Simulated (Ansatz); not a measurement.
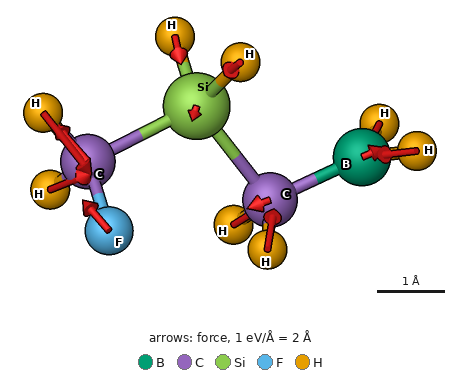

Starting geometry of C$_{2}$H$_{8}$BFSi with the computed forces as red arrows. Style: ball-and-stick. Shown from a free direction.

The start comes from PBE-D4/def2-SVP.

The calculation used RKS PBE0-D4/def2-TZVP in Ansatz. (force threshold 0.005 eV/Å; at most 150 steps)

Is this structure relaxed? If not, where do the atoms go?

It isn't relaxed: the largest force vector, on an H atom, is 0.63 eV/Å. The final displacements have little in common with the starting forces (cosine between the two patterns 0.25). The F atom moves most after the best rigid fit: 0.13 Å. By element the largest moves are F 0.13 Å, H 0.11 Å, Si 0.06 Å, C 0.05 Å, B 0.04 Å. Among the contacts that change: C–Si 1.911 → 1.889 Å, B–H 1.219 → 1.198 Å, H–Si 1.502 → 1.485 Å, C–H 1.111 → 1.095 Å. Bond angles that change, for instance: C–Si–C 106.3° → 108.7°. The energy falls by 5.06 kJ/mol in 11 accepted moves (12 points after the start). Largest force component: 0.51 eV/Å at the start, 0.004 eV/Å at the end. The line search rejected the trial step at point 10 of the run. The forces were under the threshold at step 6, but the run went on from there. Cost: 35 s on 4 threads of Arm Neoverse V2, with other jobs on the host.
